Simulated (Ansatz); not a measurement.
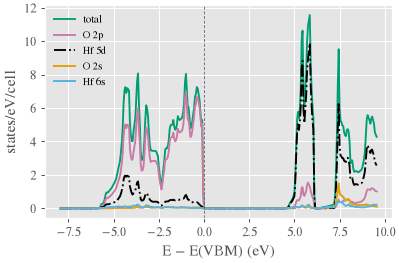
Fig. 1. Total and projected density of states of HfO$_{2}$ in space group P4_2/nmc (No. 137; Hf on 2a, O on 4d), PBEsol (plane waves, PAW; program Ansatz)

### Question
Which orbitals carry the states next to the gap?

### Answer
Top 1 eV of the valence band: O 2p 91 %, Hf 5d 6 %. Bottom 1 eV of the conduction band: Hf 5d 84 %, O 2p 11 %. Projections are on Löwdin-orthogonalised atomic valence shells; empty p or d shells of many metals are not among them.

### Question
Where is the tallest occupied peak in this window, and what makes it?

### Answer
Near -3.6 eV, about 8.1 states/eV per cell; the largest projected share is O 2p.

This is a known high-temperature phase of the composition, computed here at zero pressure and temperature. The cell was relaxed with PBEsol under the symmetry of its start; its stability against distortions is not shown here. The run is not spin-polarised. Scalar-relativistic: spin–orbit coupling is off unless named, which matters more the heavier the elements.

Potentials: the later of the program's two PAW sets.
